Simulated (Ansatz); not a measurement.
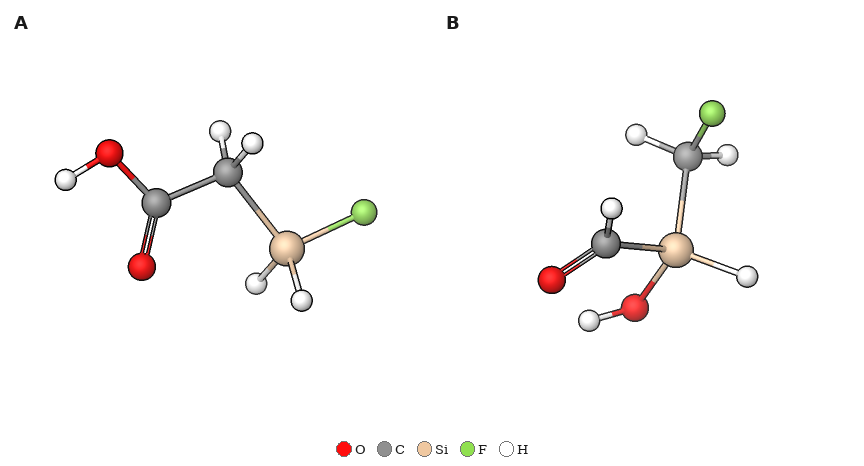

2 stationary structures of one formula. Geometries: PBE-D4/def2-SVP. Electronic energies: PBE-D4/def2-SVP (Ansatz 0.2.0), without zero-point energy. No frequency run is at hand to confirm each as a minimum. Each is one conformer, not always the lowest.

Are they conformers, stereoisomers or constitutional isomers?

Answer. They are constitutional isomers of C2H5FO2Si: A `O=C(O)C[SiH2]F`, B `O=C[Si@@H](O)CF`.

Which is lowest in energy, and by how much?

Answer. A is lowest; B lies 2.111 eV above it.
